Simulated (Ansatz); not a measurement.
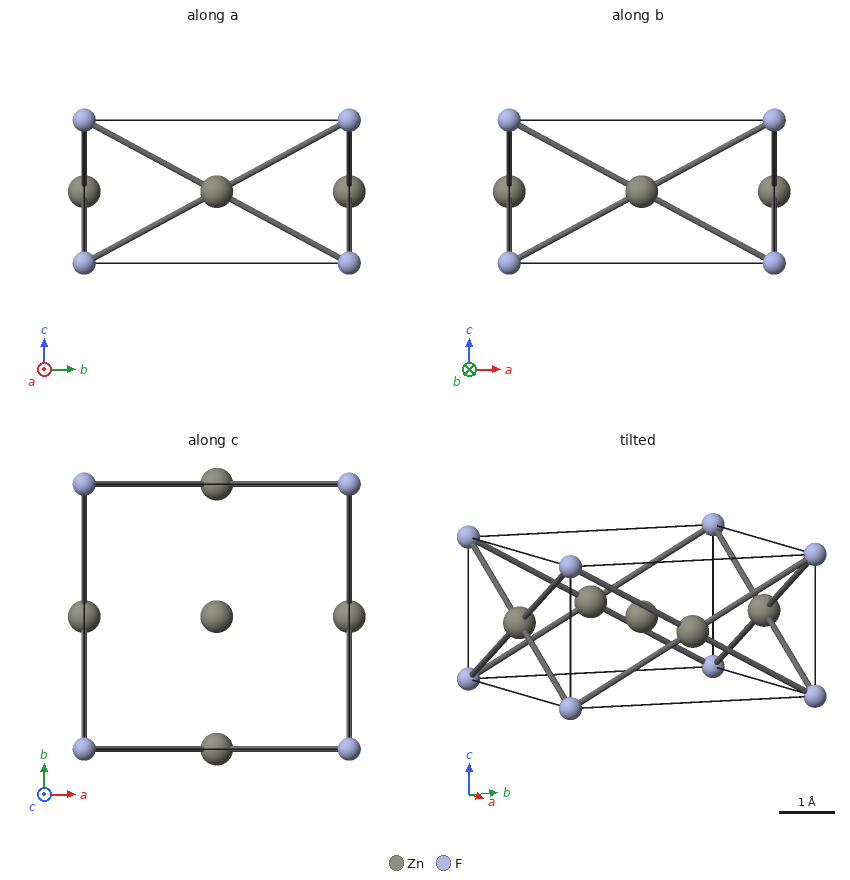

Crystal structure, ball-and-stick style, seen along the a axis, along the b axis, along the c axis and slightly off an axis. The wireframe shows the conventional unit cell.

Lattice parameters: a = 4.890 Å, b = 4.890 Å, c = 2.638 Å, α = 90.00°, β = 90.00°, γ = 90.00°.

> Write the structure as a table of Wyckoff sites.

Space group P4/mmm (No. 123).
| atom | site | x | y | z |
| --- | --- | --- | --- | --- |
| Zn | 1d | 0.5000 | 0.5000 | 0.5000 |
| Zn | 2e | 0.5000 | 0.0000 | 0.5000 |
| F | 1a | 0.0000 | 0.0000 | 0.0000 |

The model was built from a random cell made by a generator, so it need not be a real form of the compound. The geometry was optimised with DFT PBE, scalar-relativistic, plane waves, PAW in Ansatz 0.2.0.
